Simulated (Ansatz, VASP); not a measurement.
# Cross-check of CaMn2Bi2 between VASP and Ansatz

Wanted: the spread between two codes on one cell, functional and k mesh. The cell comes out of the VASP series on this material, whose earlier steps may have relaxed, scaled or displaced it; both programs get it as it stands.

Program: Ansatz 0.2.0. Level of theory: plane waves, with VASP 6.6.1 beside it; relaxation of cell and atoms at PBEsol. Results are calculated unless marked as measured.

## Step 1: The starting structure

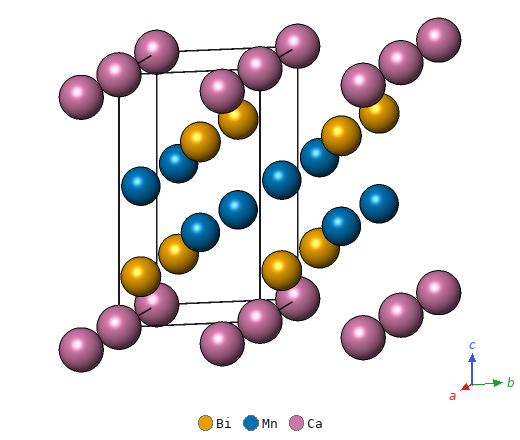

The cell as given, slightly off an axis (bismuth orange, manganese blue, calcium pink). 2×2×1 cells are drawn. Some periodic images of atoms are drawn too.

## Step 2: Ansatz: relaxation of cell and atoms, PBEsol

Ansatz runs on its default PAW (the set named soft_2) files.

The relaxed volume is the usual yardstick between codes: its relative difference is about their pressure difference at one cell divided by the bulk modulus.

The input, input.yaml:

```yaml
crystal:
  lattice:
    - [4.431094603, 0.0, 0.0]
    - [-2.2155473015, 3.8374404928, 0.0]
    - [0.0, 0.0, 7.7651009441]
  atoms:
    - { symbol: Bi, position: [0.3333333333, 0.6666666667, 0.7479916215] }
    - { symbol: Bi, position: [0.6666666667, 0.3333333333, 0.2520083785] }
    - { symbol: Mn, position: [0.3333333333, 0.6666666667, 0.3896592482], spin: 4.0 }
    - { symbol: Mn, position: [0.6666666667, 0.3333333333, 0.6103407518], spin: 4.0 }
    - { symbol: Ca, position: [0.0, 0.0, 0.0] }
hamiltonian:
  xc: pbesol
  pseudopotentials: { kind: paw }
magnetization:
  spin_polarized: true
kpoints:
  mp_grid: { grid: [8, 8, 4] }
scf:
  occupations: { method: methfessel_paxton, width: 0.15 }
relax:
  f_tol: 0.01
  max_steps: 60
  cell: { stress_tol: 0.05 }
output:
  forces: true
  stress: true
```

Run with:

```bash
ansatz run input.yaml --threads 4 --pin off --max-ram 9216MiB --backend cpu --events-out ev --progress --plain --runs-dir out
```

Numbers of over 12 decimals in the logs are rounded to 6 here.

Output:

```text
Engine: ansatz 0.2.0, aarch64-unknown-linux-gnu
Pseudopotentials: kind: paw
Pseudopotential: Bi, paw, valence charge 15, recommended cutoff 420 eV (normal), Bi.paw.azcp
Pseudopotential: Mn, paw, valence charge 15, recommended cutoff 420 eV (normal), Mn.paw.azcp
Pseudopotential: Ca, paw, valence charge 10, recommended cutoff 420 eV (normal), Ca.paw.azcp
Functional definition: PBEsol
  exchange = pbesol_x
  correlation = pbesol_c
Crystal: 5 atoms, lattice volume = 132.038 Å³
Basis set: ecut = 420 eV, 2599 PW (Γ), exchange–correlation on 60×60×108 points (8 copies of the dense FFT grid, shifted against one another)
Bands: 47, of which v1, the nominal top of the filled ones, is band 35 counted from 1 (34 counted from 0)
Symmetry: 12 space group operations
Space group: P-3m1 (ITA 164), of the structure as read, at distance tolerance 5.1e-5 Å
Magnetic group: BNS 164.85 (UNI 1315), of the structure as read, at distance tolerance 5.1e-5 Å
k-points: 35 of 256
Non-local potential: Bi, projectors of the file, l = 0: 2, l = 1: 2, l = 2: 2, l = 3: 2
Non-local potential: Mn, projectors of the file, l = 0: 3, l = 1: 2, l = 2: 3, l = 3: 1
Non-local potential: Ca, projectors of the file, l = 0: 3, l = 1: 2, l = 2: 2
PAW form: soft (Blöchl's): semilocal exchange-correlation on the pseudo side does not see the compensation charge
PAW frozen core: Bi, regenerated for the run's functional, and the local potential with it (the file was generated under x = pbe(κ = 0.804, μ = 0.219515), c = pbe(β = 0.066725))
PAW frozen core: Mn, regenerated for the run's functional, and the local potential with it (the file was generated under x = pbe(κ = 0.804, μ = 0.219515), c = pbe(β = 0.066725))
PAW frozen core: Ca, regenerated for the run's functional, and the local potential with it (the file was generated under x = pbe(κ = 0.804, μ = 0.219515), c = pbe(β = 0.066725))
PAW one-centre angular grid: Bi, 590 points (default); XC on 64 Gauss nodes
PAW one-centre angular grid: Mn, 590 points (default); XC on 64 Gauss nodes
PAW one-centre angular grid: Ca, 110 points (default); XC on 64 Gauss nodes
Initial density: superposition of atomic densities (chi_scale 0.1, normalization cell, long waves kept (reshape's long-wave potential 0.07 eV rms))
Starting moments: Σ|m| = 8 μB on 2 of 5 sites
Initial wavefunctions: pseudopotential atomic-orbital guess
Functional: x = pbesol(κ = 0.804, μ = 0.123457), c = pbesol(β = 0.046)
SCF iter   1: F=—  HF=-34014.780723 eV  |F-HF|=—  |Δ(HF+E_count)|=         —  Δρ=3.62e-2 (↑3.62e-2 ↓1.96e-2)  dr2=5.98e0  dr2_m=2.70e-1  M=8.384 μB ∫|m|=8.594 μB  β_m=0.30  ethr=3.10e-3  ⟨swp⟩=10.1  Hψ=15542  notcnv=0
Mixer restart at iter 1: flushing history
preconditioner: auto → Kerker (q_TF=auto, 2.454 Å⁻¹)  [metal: Δε(μ)=0.006 eV  Ē_g=12.920 eV  σ=0.150 eV  W_gap=0.02  n_scr=36 (ndim 8)  ℏωp=21.9 eV  f_vac=0.000  D(μ)=6.62/eV (n_scr^D=66)]
spin=Collinear: Kerker preconditioning applied to the charge; magnetization (m = ρ↑ − ρ↓) channel mixes plain (no charge-response kernel on spin).
SCF iter   2: F=—  HF=-34014.615473 eV  |F-HF|=—  |Δ(HF+E_count)|=   1.65e-1  Δρ=1.97e-2 (↑1.97e-2 ↓1.32e-2)  dr2=2.47e0  dr2_m=7.05e-2  M=8.326 μB ∫|m|=8.554 μB  β_m=0.50  ethr=3.10e-3  ⟨swp⟩=2.6  Hψ=5145  notcnv=0  defer=279
SCF iter   3: F=—  HF=-34014.627177 eV  |F-HF|=—  |Δ(HF+E_count)|=   1.17e-2  Δρ=5.42e-3 (↑4.79e-3 ↓5.42e-3)  dr2=2.36e-1  dr2_m=2.22e-3  M=8.292 μB ∫|m|=8.558 μB  β_m=0.62  ethr=3.10e-3  ⟨swp⟩=3.8  Hψ=5943  notcnv=0  defer=279
SCF iter   4: F=—  HF=-34014.633863 eV  |F-HF|=—  |Δ(HF+E_count)|=         —  Δρ=5.88e-3 (↑5.88e-3 ↓2.65e-3)  dr2=3.21e-2  dr2_m=1.55e-2  M=8.206 μB ∫|m|=8.508 μB  β_m=0.62  ethr=3.37e-4  ⟨swp⟩=2.1  Hψ=5073  notcnv=0  defer=279
Mixer restart at iter 4: flushing history
SCF iter   5: F=—  HF=-34014.626945 eV  |F-HF|=—  |Δ(HF+E_count)|=         —  Δρ=1.69e-3 (↑9.34e-4 ↓1.69e-3)  dr2=1.68e-2  dr2_m=5.46e-4  M=8.221 μB ∫|m|=8.523 μB  β_m=0.62  ethr=4.59e-5  ⟨swp⟩=2.0  Hψ=6039  notcnv=0  defer=278
Mixer restart at iter 5: flushing history
SCF iter   6: F=—  HF=-34014.624408 eV  |F-HF|=—  |Δ(HF+E_count)|=   2.54e-3  Δρ=1.55e-3 (↑1.55e-3 ↓8.00e-4)  dr2=7.03e-3  dr2_m=3.18e-4  M=8.235 μB ∫|m|=8.535 μB  β_m=0.71  ethr=2.41e-5  ⟨swp⟩=2.0  Hψ=4209  notcnv=0  defer=277
SCF iter   7: F=—  HF=-34014.624922 eV  |F-HF|=—  |Δ(HF+E_count)|=   5.14e-4  Δρ=7.73e-4 (↑7.73e-4 ↓5.10e-4)  dr2=2.92e-3  dr2_m=2.46e-4  M=8.259 μB ∫|m|=8.555 μB  β_m=0.73  ethr=1.00e-5  ⟨swp⟩=2.0  Hψ=5925  notcnv=0  defer=276
[...]
iteration 11: the input's own smearing fills from here on; a Gaussian of 0.15 eV has filled iterations ahead of it
[...]
SCF iter  16: F=—  HF=-34014.592750 eV  |F-HF|=—  |Δ(HF+E_count)|=   1.19e-7  S|Δr|=    0.00e0  Δρ=6.34e-6 (↑5.51e-6 ↓6.34e-6)  dr2=3.88e-7  dr2_m=2.59e-9  M=8.357 μB ∫|m|=8.633 μB  β_m=0.97  ethr=3.32e-9  ⟨swp⟩=2.0  Hψ=3753  notcnv=0  defer=276
SCF iter  17: F=—  HF=-34014.592750 eV  |F-HF|=—  |Δ(HF+E_count)|=   1.88e-9  S|Δr|=    0.00e0  Δρ=5.44e-6 (↑3.32e-6 ↓5.44e-6)  dr2=1.98e-7  dr2_m=3.52e-9  M=8.357 μB ∫|m|=8.632 μB  β_m=0.98  ethr=5.54e-10  ⟨swp⟩=2.0  Hψ=3784  notcnv=0  defer=276
SCF iter  18: F=-34014.592750 eV  HF=-34014.592750 eV  |F-HF|=9.31e-8  |Δ(HF+E_count)|=  8.73e-11  S|Δr|=    0.00e0  Δρ=3.70e-6 (↑3.41e-6 ↓3.70e-6)  dr2=9.54e-8  dr2_m=5.17e-10  M=8.357 μB ∫|m|=8.632 μB  ethr=1.43e-10  ⟨swp⟩=3.0  Hψ=9637  notcnv=0
SCF 1 converged in 18 iterations: F = -34014.592750 eV  dr2 = 9.54e-8
  greatest PAW one-centre occupation: 1.003 electrons in one spin orbital (limit 2), on the Mn atom at site 3 (counted from 0), in its partial waves of l = 1
relax step   1: F+E_penalty+E_count = -34014.59274968 eV  Δ(F+E_penalty+E_count) = +0.000e0 eV  max|allowed force component| = 4.518e-3 eV/Å  Δτ_max = 0.0000 Å  P = +0.032 GPa  Ω = 132.038 Å³  (18 SCF iters, dr2 threshold 1.00e-7 eV, accepted)
Initial density: handed on by an earlier stage of this run
Starting moments: Σ|m| = 8 μB on 2 of 5 sites; this step starts from the density that it was given
Initial wavefunctions: pseudopotential atomic-orbital guess (no wavefunctions were taken with the density)
iter 1 solved again at ethr=2.61e-6 eV; its pass at ethr=3.10e-3 eV (dr2=1.83e-3 eV) is discarded
SCF iter   1: F=—  HF=-34014.592764 eV  |F-HF|=—  |Δ(HF+E_count)|=         —  Δρ=3.93e-6 (↑2.81e-6 ↓3.93e-6)  dr2=9.27e-8  dr2_m=1.00e-9  M=8.357 μB ∫|m|=8.632 μB  β_m=0.30  ethr=2.61e-6  ⟨swp⟩=3.0  Hψ=22675  notcnv=0
eigensolver tolerance schedule: the retry pair's looser diagonalisation over-reported the residual by 19698.85 of it (diagonalisation noise at an unbounded share of the residual, at the tolerance the schedule requests for it); recorded, not acted on — ethr = c·dr2/N_el stays at c = 1.0e-1
preconditioner: auto → Kerker (q_TF=auto, 2.454 Å⁻¹)  [metal: Δε(μ)=0.031 eV  Ē_g=15.549 eV  σ=0.150 eV  W_gap=0.17  n_scr=36 (ndim 8)  ℏωp=23.3 eV  f_vac=0.006  D(μ)=5.71/eV (n_scr^D=36)]
spin=Collinear: Kerker preconditioning applied to the charge; magnetization (m = ρ↑ − ρ↓) channel mixes plain (no charge-response kernel on spin).
SCF iter   2: F=—  HF=-34014.592750 eV  |F-HF|=—  |Δ(HF+E_count)|=   1.38e-5  S|Δr|=    0.00e0  Δρ=7.55e-7 (↑7.55e-7 ↓6.85e-7)  dr2=7.99e-9  dr2_m=2.58e-10  M=8.357 μB ∫|m|=8.633 μB  β_m=0.31  ethr=1.32e-10  ⟨swp⟩=3.5  Hψ=8376  notcnv=0
SCF iter   3: F=—  HF=-34014.592750 eV  |F-HF|=—  |Δ(HF+E_count)|=  9.46e-11  S|Δr|=    0.00e0  Δρ=6.94e-7 (↑5.23e-7 ↓6.94e-7)  dr2=5.00e-9  dr2_m=2.21e-10  M=8.357 μB ∫|m|=8.633 μB  β_m=0.65  ethr=1.14e-11  ⟨swp⟩=1.0  Hψ=3291  notcnv=0
SCF iter   4: F=—  HF=-34014.592750 eV  |F-HF|=—  |Δ(HF+E_count)|=  2.40e-10  S|Δr|=    0.00e0  Δρ=4.64e-7 (↑4.64e-7 ↓2.22e-7)  dr2=9.73e-10  dr2_m=2.54e-11  M=8.357 μB ∫|m|=8.633 μB  β_m=0.64  ethr=7.15e-12  ⟨swp⟩=2.0  Hψ=4024  notcnv=0
SCF iter   5: F=—  HF=-34014.592750 eV  |F-HF|=—  |Δ(HF+E_count)|=  8.00e-11  S|Δr|=    0.00e0  Δρ=1.17e-7 (↑5.63e-8 ↓1.17e-7)  dr2=6.57e-11  dr2_m=2.68e-12  M=8.357 μB ∫|m|=8.633 μB  β_m=0.72  ethr=1.39e-12  ⟨swp⟩=2.2  Hψ=4302  notcnv=0
SCF iter   6: F=-34014.592750 eV  HF=-34014.592750 eV  |F-HF|=1.46e-11  |Δ(HF+E_count)|=    0.00e0  S|Δr|=    0.00e0  Δρ=9.32e-8 (↑5.53e-8 ↓9.32e-8)  dr2=2.82e-11  dr2_m=7.53e-13  M=8.357 μB ∫|m|=8.633 μB  ethr=1.00e-12  ⟨swp⟩=4.0  Hψ=9528  notcnv=0
SCF 2 converged in 6 iterations: F = -34014.592750 eV  dr2 = 2.82e-11
relax step   2: F+E_penalty+E_count = -34014.59274976 eV  Δ(F+E_penalty+E_count) = -8.285e-8 eV  max|allowed force component| = 4.544e-3 eV/Å  Δτ_max = 0.0000 Å  P = +0.032 GPa  Ω = 132.038 Å³  stress off target by 3.75e-2 GPa  SCF on the basis re-selected at this cell (its energy is not comparable with the rows above)  (6 SCF iters)
basis re-selected at this cell: Δ(F+E_penalty+E_count) = -8.285e-8 eV, ΔP = +0.000 GPa vs the last step (what re-selecting the basis moved, of the pressure what is left beyond the Pulay correction that the steps carried, after the strain that the cell walked since its last selection, with what the two solves' SCF thresholds leave and, on support functions, any second-order correction that the steps lacked; it is no m [...]
SCF converged after 6 iterations
Stability not checked: this state was not tested for a lower state beside it, because cold or Methfessel-Paxton smearing, or corrected tetrahedra, fill the levels in a way that the test cannot read (fill_not_monotonic; see scf.lower_state_search)
Magnetization: 8.3572 μB (39.1786 up, 30.8214 down)
Absolute magnetization: 8.6364 μB (∫|ρ↑−ρ↓|, with the PAW one-centre terms)
Spin contamination: 0.2310 ħ² per cell (⟨S²⟩ above its minimum at these occupations)
Per-site moments (μB) at R_I (Å): [(-0.032950, 1.143701), (-0.032950, 1.143701), (3.888808, 1.143701), (3.888808, 1.143701), (0.044977, 1.328622)]
Free energy (F): -34014.592750 eV
Harris-Foulkes:  -34014.592750 eV  (|F-HF|=1.46e-11)
Internal energy: -34014.593697 eV  (E = F + TS)
E sigma→0 (E₀):  -34014.592987 eV
Entropy (-TS):   0.000947 eV (0.189 meV/atom)
Fermi energy:    10.089715 eV
--- Per-component energies (eV) ---
  E_band       = -950.265206
  E_kinetic    = 1489.544656
  E_local      = -9276.040840  (includes V_loc(G=0)·N_el)
  E_nonlocal   = 1688.213458
  E_hartree    = 3571.497137
  E_xc         = -655.893002
  E_vxc        = -741.141135  (∫ρ·V_xc dr)
  E_paw        = -24409.901886  (= ΣΔE_a)
  E_vpaw       = -1253.834334  (= ΣTr[D̂ρ^β])
  E_aug_tail   = -0.000929  (compensation charges beyond the density's cutoff)
  E_ewald      = -6422.649890
  E_core_change = 0.637599  (= ΣΔE_core)
  E_smearing   = 0.000947  (= −TS)
  E_closure    = 0.000000  (closes the sum)
  Σ components = -34014.592750   (vs F -34014.592750, Δ=0.00e0)
--- Forces (eV/Å), atoms counted from 1 ---
  atom   1  Bi     0.00000000    -0.00000000     0.00454406
  atom   2  Bi     0.00000000     0.00000000    -0.00454406
  atom   3  Mn     0.00000000    -0.00000000     0.00353537
  atom   4  Mn     0.00000000     0.00000000    -0.00353537
  atom   5  Ca     0.00000000     0.00000000     0.00000000
  max |Σ_I F_I| component: 1.05e-30 eV/Å
--- Stress (GPa, compression-positive) ---
        0.029588       0.000000      -0.000000
        0.000000       0.029588      -0.000000
        0.000000      -0.000000       0.037461
  P = ⅓ Tr σ = 0.0322 GPa (0.322 kbar)
--- Relaxed structure (1 steps of the walk, 1 accepted, 1 SCFs on fresh bases) ---
  F+E_penalty+E_count = -34014.59274976 eV   max|allowed force component| = 4.544e-3 eV/Å   (the final SCF, on the basis selected at the relaxed cell)
  cell:  # Å, volume = 132.0383 Å³
    - [4.431095, 0.0, 0.0]
    - [-2.215547, 3.837440, 0.0]
    - [0.0, 0.0, 7.7651009441]
  atoms:
    - { symbol: Bi, position: [0.333333, 0.666667, 0.747992] }
    - { symbol: Bi, position: [0.666667, 0.333333, 0.2520083785] }
    - { symbol: Mn, position: [0.333333, 0.666667, 0.3896592482] }
    - { symbol: Mn, position: [0.666667, 0.333333, 0.6103407518] }
    - { symbol: Ca, position: [0.0, 0.0, 0.0] }
```

Wall time 19 s (4 threads of Arm Neoverse V1, shared host); peak memory 0.71 GiB; 71 s of CPU time.

[end of part 1 of 2]

[Lines on the potential files, build, host, timing and source positions are cut from VASP's logs without a mark.]

[Logs are printed without paths, hosts, clocks, repeated set-up lines and the standing remarks that a program may print on its own settings, such as how far it seeks lower states.]

[Hosts, paths, dates, database ids (printed as entryN), source tags and the programs' standing remarks are cut or masked in the printed files.]
